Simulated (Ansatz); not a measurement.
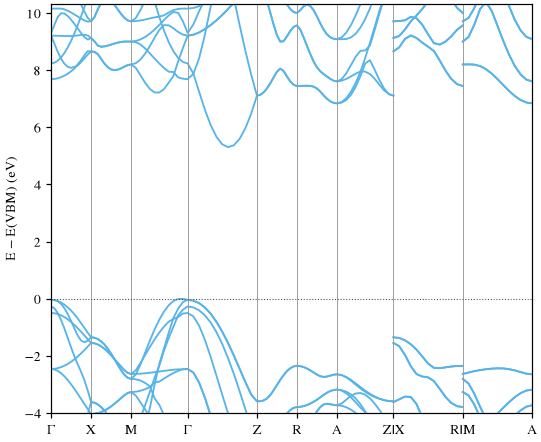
*Band structure from plane-wave PAW r²SCAN (Ansatz code)*

Problem. Read off the gap and where the band edges lie.

Solution. About 5.3 eV (5.30 eV by a search for the band edges); maximum on the M–Γ line, 87 % of the way from M, minimum on the Γ–Z line, 59 % of the way from Γ.

Problem. Pick the material that matches.
A. HfO2, rutile
B. SiO2, P4_12_12 (Si on 4a, O on 8b)
C. MgO, P4_2/mnm (Mg on 4g, O on 4f)
D. BN, P4_2/mnm (B on 4f, N on 4g)

Solution. D, BN, P4_2/mnm (B on 4f, N on 4g)

The workflow started from a Materials Project entry (that database holds measured and hypothetical structures alike); the Crystallography Open Database copy checked does not list it. It is not the phase usual at ambient conditions (space group No. 186, 194, 216). The r²SCAN relaxation kept the symmetry of its start; whether a distortion lowers the energy is not shown.

Potentials: the earlier of the program's two PAW sets.
